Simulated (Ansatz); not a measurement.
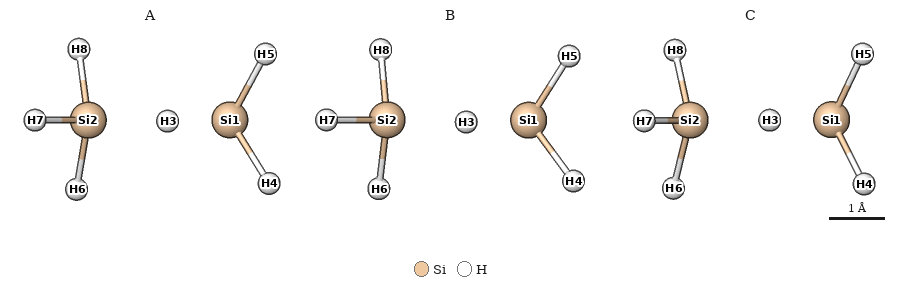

3 geometries from one constrained relaxation of Si2H6, in shuffled order. Style: ball-and-stick. Shown face on.

The reaction that was planned forms Si2–H3 and breaks Si1–Si2, Si1–H3 (atoms numbered from 1 in input order).

Level of theory: RKS PBE0-D4/def2-SVP in Ansatz 0.2.0. Settings: held fixed: the distance between atoms 2 (Si) and 3 (H), the distance between atoms 1 (Si) and 2 (Si), the distance between atoms 1 (Si) and 3 (H), counting from 1; force threshold 0.08 eV/Å; at most 120 steps.

Question: Order the frames from highest to lowest energy.

Answer: B, A, C. They are steps 0, 1, 3, at +0.290 eV, +0.059 eV relative to the last. The energy falls by 0.290 eV in 3 geometry steps. Largest force component: 0.68 eV/Å at the start, 0.039 eV/Å at the end. The atom that moves furthest after the best rigid fit is H7 (0.37 Å). Largest moves by element: H 0.37 Å, Si 0.10 Å. Some distances before and after: Si1–H4 1.470 → 1.512 Å, Si2–H6 1.455 → 1.489 Å, Si2–H7 1.486 → 1.501 Å. Among the angles between lasting bonds that change: H6–Si2–H8 120.8° → 115.0°, H6–Si2–H7 104.9° → 107.9°.
